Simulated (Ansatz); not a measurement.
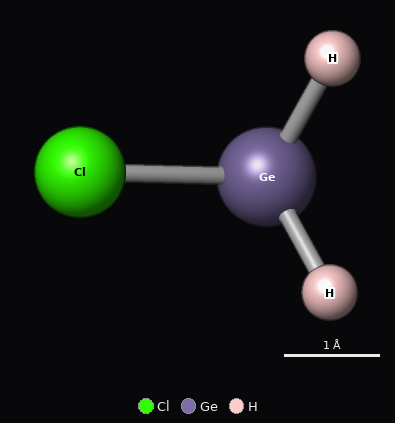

Figure 1. The input geometry (ball-and-stick view, seen at a tilt). Sticks mark near contacts.

Geometry relaxation, with input and output: GeH₂Cl

- system: GeH₂Cl, multiplicity 2
- method: UKS B3LYP-D4/def2-TZVP (Ansatz 0.2.0)

It belongs to a series of runs on one base structure; here: end point B relaxed.

Log
```
The last accepted step is kept in [file] (removed where the run ends without a failure and the disk answers)
Engine: ansatz 0.2.0, x86_64-unknown-linux-gnu
Functional definition: B3LYP
  parameter a0 = 0.2
  parameter ax = 0.72
  parameter ac = 0.81
  exchange = (1 - a0 - ax)*slater_x + ax*b88_x + a0*exact_x
  correlation = (1 - ac)*vwn_rpa_c + ac*lyp_c
740 factors; their error is unknown
mean field evaluation 1: about -69074.3340 eV, gradient 1.5e1 eV
mean field evaluation 2: about -69074.1482 eV, gradient 1.9e1 eV
mean field evaluation 4: about -69075.0885 eV, gradient 6.2e-1 eV
mean field evaluation 8: about -69075.3364 eV, gradient 9.2e-2 eV
mean field evaluation 16: about -69075.3365 eV, gradient 4.2e-5 eV
mean field -69075.33646545 eV, -2538.4717941607 hartree, gradient 4.2e-5 eV, S^2 0.752133; 0 other end points of the search recorded, 0 dependent functions left out
the calculation of the forces begins
reference -69075.33668157 eV, -2538.4718021028 hartree; 26, 25 occupied and 71, 72 virtual orbitals, 740 factors
relax step   1: F+E_penalty+E_count = -69075.44448938 eV  Δ(F+E_penalty+E_count) = +0.000e0 eV  max|allowed force component| = 1.416e0 eV/Å  Δτ_max = 0.0000 Å  (28 SCF iters, accepted)
these checks for a lower state are left out or cut short: starts, cluster_reference, orbital_swaps, neighbouring_geometries, increment
740 factors; their error is unknown
mean field -69075.41599240 eV, -2538.4747167220 hartree, gradient 8.2e-6 eV, S^2 0.751610; 0 other end points of the search recorded, 0 dependent functions left out
the calculation of the forces begins
reference -69075.41621076 eV, -2538.4747247467 hartree; 26, 25 occupied and 71, 72 virtual orbitals, 740 factors
relax step   2: F+E_penalty+E_count = -69075.52174755 eV  Δ(F+E_penalty+E_count) = -7.726e-2 eV  max|allowed force component| = 5.883e-1 eV/Å  Δτ_max = 0.1749 Å  (31 SCF iters, accepted)
these checks for a lower state are left out or cut short: starts, cluster_reference, orbital_swaps, neighbouring_geometries, increment
740 factors; their error is unknown
mean field -69075.44399871 eV, -2538.4757459351 hartree, gradient 1.9e-5 eV, S^2 0.751710; 0 other end points of the search recorded, 0 dependent functions left out
the calculation of the forces begins
reference -69075.44421537 eV, -2538.4757538970 hartree; 26, 25 occupied and 71, 72 virtual orbitals, 740 factors
relax step   3: F+E_penalty+E_count = -69075.55083158 eV  Δ(F+E_penalty+E_count) = -2.908e-2 eV  max|allowed force component| = 4.139e-1 eV/Å  Δτ_max = 0.1130 Å  (30 SCF iters, accepted)
these checks for a lower state are left out or cut short: starts, cluster_reference, orbital_swaps, neighbouring_geometries, increment
740 factors; their error is unknown
mean field evaluation 32: about -69075.2178 eV, gradient 9.2e-3 eV
mean field -69075.46357887 eV, -2538.4764654927 hartree, gradient 3.5e-5 eV, S^2 0.751672; 0 other end points of the search recorded, 0 dependent functions left out
the calculation of the forces begins
reference -69075.46379635 eV, -2538.4764734849 hartree; 26, 25 occupied and 71, 72 virtual orbitals, 740 factors
relax step   4: F+E_penalty+E_count = -69075.57018263 eV  Δ(F+E_penalty+E_count) = -1.935e-2 eV  max|allowed force component| = 4.377e-2 eV/Å  Δτ_max = 0.0430 Å  (28 SCF iters, accepted)
these checks for a lower state are left out or cut short: starts, cluster_reference, orbital_swaps, neighbouring_geometries, increment
740 factors; their error is unknown
mean field -69075.46363993 eV, -2538.4764677365 hartree, gradient 4.7e-5 eV, S^2 0.751666; 0 other end points of the search recorded, 0 dependent functions left out
the calculation of the forces begins
reference -69075.46385739 eV, -2538.4764757282 hartree; 26, 25 occupied and 71, 72 virtual orbitals, 740 factors
relax step   5: F+E_penalty+E_count = -69075.57025747 eV  Δ(F+E_penalty+E_count) = -7.484e-5 eV  max|allowed force component| = 6.954e-3 eV/Å  Δτ_max = 0.0020 Å  (23 SCF iters, accepted)
```

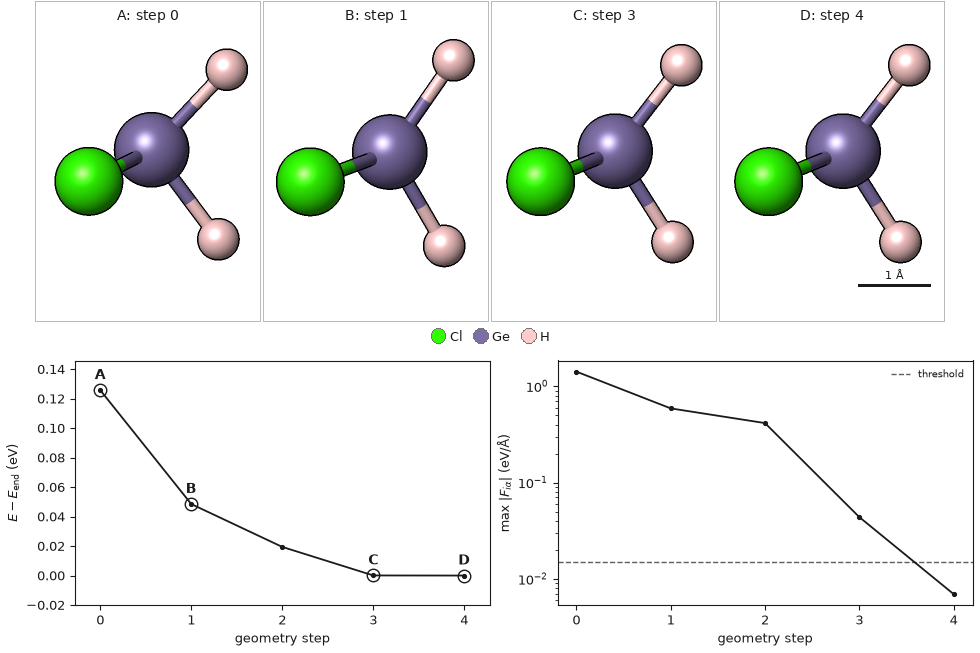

Figure 2. Frames of the relaxation (ball-and-stick view, seen at a tilt) above the curves, on which the letters mark them (the first geometry is step 0 here and step 1 in the log).

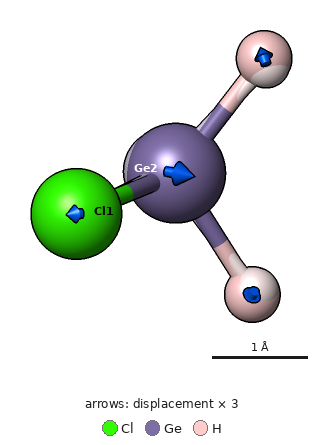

Figure 3. Start (faint) and end (solid) with the displacements as blue arrows, magnified 3 times (ball-and-stick view, seen at a tilt). The two geometries are laid on each other by the best rigid fit. The energy falls by 0.126 eV in 4 geometry steps. Largest force component: 1.4 eV/Å at the start, 0.007 eV/Å at the end. The atom that moves furthest after the best rigid fit is Ge2 (0.12 Å). Largest moves by element: Ge 0.12 Å, H 0.07 Å, Cl 0.07 Å. Among the contacts that change: Cl1–Ge2 2.128 → 2.179 Å, Ge2–H3 1.589 → 1.552 Å. Among the angles that change: H3–Ge2–H4 101.8° → 111.8°, Cl1–Ge2–H3 102.5° → 106.4°. (Atoms are counted from 1 in the order of the input.)

```
740 factors; their error is unknown
mean field -69075.46363993 eV, -2538.4764677365 hartree, gradient 4.7e-5 eV, S^2 0.751666; 1 other end points of the search recorded, 0 dependent functions left out
the calculation of the forces begins
reference -69075.46385739 eV, -2538.4764757282 hartree; 26, 25 occupied and 71, 72 virtual orbitals, 740 factors
Total energy: -69075.57047494 eV, -2538.4803938506 hartree
Atom 0 at    -0.303788    -2.519938     0.777946 Å, force     0.000708     0.005575    -0.002507 eV/Å
Atom 1 at     0.176760    -0.610971    -0.157334 Å, force     0.000883    -0.006954     0.002568 eV/Å
Atom 2 at     0.613123    -0.932580    -1.611128 Å, force     0.000004     0.001724     0.002485 eV/Å
Atom 3 at     1.336965     0.002839     0.670026 Å, force    -0.001594    -0.000344    -0.002546 eV/Å
Dipole moment:     0.080947     0.337150    -0.163938 e Å
```

Trajectory as extended XYZ (Å, eV, eV/Å), 5 frames, from step=1 to step=5
```
4
Properties=species:S:1:pos:R:3:forces:R:3 step=1 energy=-69075.44449
Cl   -0.2580   -2.4820    0.7482   -0.3662  -0.7830   0.4364
Ge    0.0641   -0.5735   -0.1372    1.4160   0.3896  -0.6069
H     0.6613   -0.9511   -1.5602   -0.4969   0.2319   0.1729
H     1.3557   -0.0540    0.6287   -0.5529   0.1615  -0.0024
4
Properties=species:S:1:pos:R:3:forces:R:3 step=2 energy=-69075.52175
Cl   -0.3309   -2.5367    0.7933    0.1627   0.1077  -0.0954
Ge    0.2220   -0.6462   -0.1572   -0.0010   0.2706  -0.1113
H     0.5860   -0.9300   -1.6757    0.0731   0.0100   0.5883
H     1.3460    0.0523    0.7191   -0.2348  -0.3883  -0.3816
4
Properties=species:S:1:pos:R:3:forces:R:3 step=3 energy=-69075.55083
Cl   -0.2966   -2.5242    0.7774   -0.0108   0.2140  -0.0843
Ge    0.1554   -0.5889   -0.1596   -0.1924  -0.3846   0.2188
H     0.6320   -0.9263   -1.5726   -0.0084  -0.0569  -0.4139
H     1.3323   -0.0213    0.6343    0.2116   0.2275   0.2795
4
Properties=species:S:1:pos:R:3:forces:R:3 step=4 energy=-69075.57018
Cl   -0.3036   -2.5209    0.7783    0.0056   0.0363  -0.0166
Ge    0.1760   -0.6092   -0.1578    0.0002  -0.0438   0.0179
H     0.6135   -0.9329   -1.6109   -0.0023   0.0045   0.0012
H     1.3372    0.0024    0.6699   -0.0035   0.0030  -0.0025
4
Properties=species:S:1:pos:R:3:forces:R:3 step=5 energy=-69075.57026
Cl   -0.3038   -2.5199    0.7779    0.0007   0.0056  -0.0025
Ge    0.1768   -0.6110   -0.1573    0.0009  -0.0070   0.0026
H     0.6131   -0.9326   -1.6111    0.0000   0.0017   0.0025
H     1.3370    0.0028    0.6700   -0.0016  -0.0003  -0.0025
```

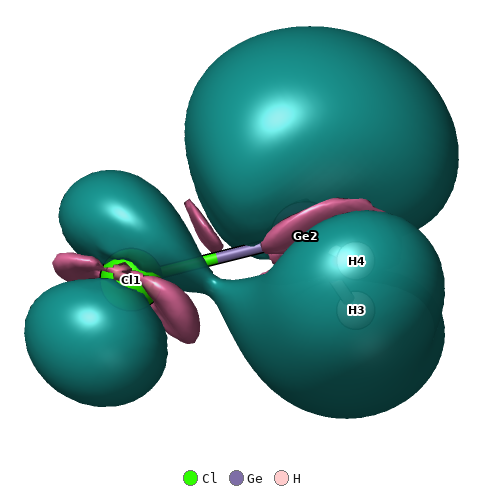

Figure 4. Isosurfaces of the spin density (α minus β) at +0.004 (teal) and −0.004 e/Å³ (pink), seen from the side. The unpaired spin (1 electron) lies mostly on Ge2 (about 0.7), Cl1 (about 0.1), H3 (about 0.1) and H4 (about 0.1), in electrons by Hirshfeld's partition.

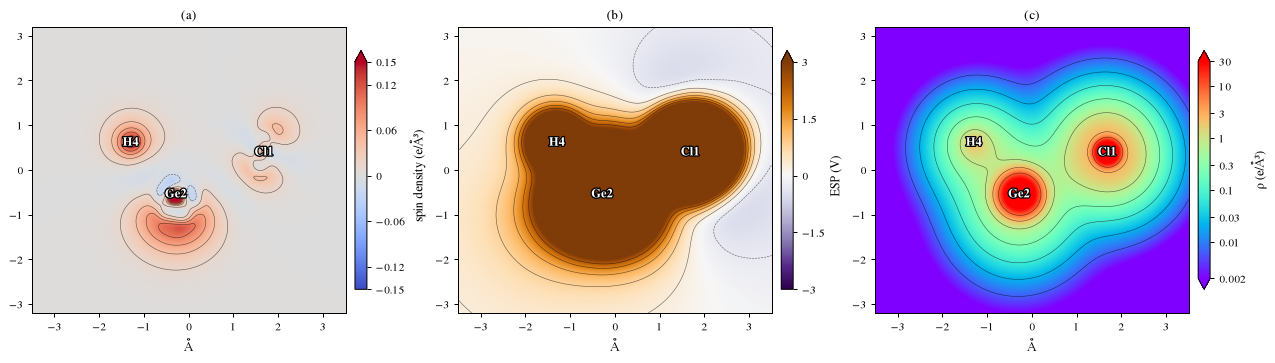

Figure 5. (a) spin density (α minus β); (b) molecular electrostatic potential; (c) total electron density on the plane of atoms Cl1, Ge2 and H4. Atoms in the plane: Cl, Ge and H. Ge–Cl (2.18 Å): ρ at the midpoint is about 0.73 e/Å³. Ge–H (1.55 Å): ρ at the midpoint is about 1 e/Å³, with its minimum of 0.88 e/Å³ about 0.9 Å from Ge. The unpaired spin (1 electron) lies mostly on Ge2 (about 0.7), Cl1 (about 0.1), H3 (about 0.1) and H4 (about 0.1), in electrons by Hirshfeld's partition.

This output came from the following input.

Input file
```yaml
crystal:
  periodic: [false, false, false]
  atoms:
    - { symbol: Cl, position_ang: [-0.25803, -2.48204, 0.74821] }
    - { symbol: Ge, position_ang: [0.06409, -0.57345, -0.13719] }
    - { symbol: H, position_ang: [0.66132, -0.95113, -1.56024] }
    - { symbol: H, position_ang: [1.35568, -0.05403, 0.62873] }
magnetization:
  spin_polarized: true
  initial_magnetization: 1
basis:
  gaussian: { orbitals: def2-TZVP }
hamiltonian:
  xc: b3lyp
  dispersion: d4
relax:
  f_tol: 0.015
  max_steps: 40
output:
  orbitals: {}
```

Launch command:
```bash
ansatz run input.yaml --threads 2 --pin off --max-ram 3072MiB --backend cpu --events-out ev --progress --plain --runs-dir out
```

Key numbers

| quantity | value |
| --- | --- |
| outcome | converged |
| total energy | −69075.5705 eV |
| mean-field energy | −69075.4639 eV |
| ⟨S²⟩ | 0.752 |
| largest force (length of the vector) at the end | 0.007 eV/Å |
| hardware | 2 threads of Intel Xeon (Granite Rapids), 16 GiB of memory available, shared host |
| wall time | 5.9 s (CPU time 11 s) |
| peak memory | 0.23 GiB |
